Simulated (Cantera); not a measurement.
Feed: 1 mol CCl4, 0.32 mol F2, a varied amount of H2, equilibrated at 1800 K and 4200 Pa.

These are equilibrium values from Cantera (NASA tables, ideal gas, pure condensed phases), not measurements of a reactor. Candidate condensed phases: C, C6H6, C7H8, C8H18; 118 gas species. Gases not in the tables: C2F6 and larger saturated fluorocarbons. Rates play no part.

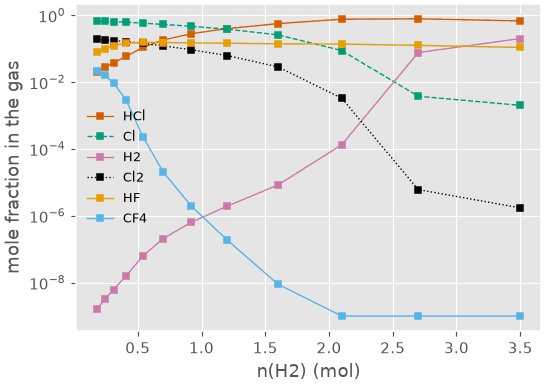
Figure. Equilibrium gas composition (values under 1e-9 drawn at 1e-9)

**Question.** Read off the mole fractions at 3.5 mol H2.

**Answer.** HCl about 0.68, H2 about 0.20, HF about 0.11, Cl about 0.0020, Cl2 about 1.7e-6.
